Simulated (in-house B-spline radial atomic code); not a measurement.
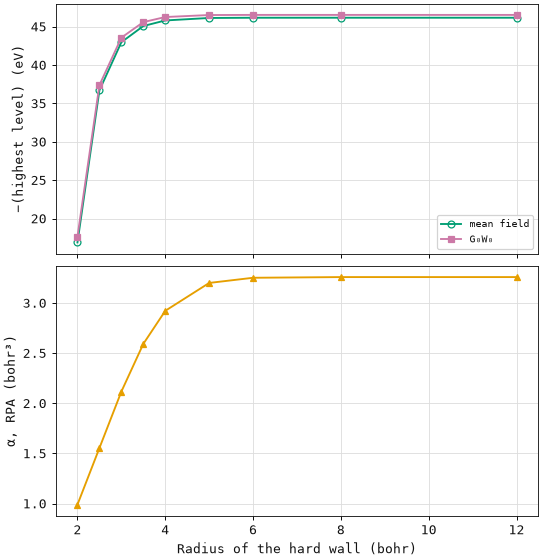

Ru³⁺ ([Kr] 4d⁵) confined in a hard spherical wall, Hartree-Fock start. All-electron spherical atom, scalar X2C, no spin-orbit coupling, Breit or QED terms; computed with a B-spline radial code.

Question: What does confinement do?

Answer: As the wall closes from 12 to 2 bohr, the mean-field binding energy of 4d↑ goes from 46.16 to 16.89 eV, and the G₀W₀ value from 46.52 (at 12 bohr) to 17.64 eV (at 2 bohr). The RPA-screened polarisability falls from 3.26 to 0.990 bohr³, and the RPA correlation energy goes from −2.86 to −2.91 hartree.
